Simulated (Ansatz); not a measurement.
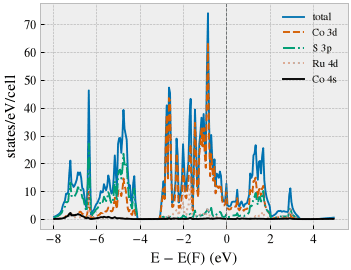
Fig. 1. Total and projected density of states of Co8RuS8 in space group Fm-3m (No. 225; Co on 32f, Ru on 4b, S on 8c, S on 24e), plane-wave PAW r²SCAN (Ansatz code)

Task: Which orbitals carry the states next to the Fermi level?

Result: Within 0.5 eV of the Fermi level: Co 3d 75 %, S 3p 15 %. Projections are on Löwdin-orthogonalised atomic valence shells; empty p or d shells of many metals are not among them.

Task: Where is the tallest occupied peak in this window, and what makes it?

Result: Near -0.8 eV, about 74 states/eV per cell; the largest projected share is Co 3d.

The first step of the workflow began from a Materials Project structure, measured or hypothetical; the Crystallography Open Database copy checked does not list it. Its standing as an ambient phase is unchecked. The cell was relaxed with r²SCAN under the symmetry of its start; its stability against distortions is not shown here. No spin polarisation was allowed. Scalar-relativistic: spin–orbit coupling is off unless named, which matters more the heavier the elements.

Potentials: the later of the program's two PAW sets.
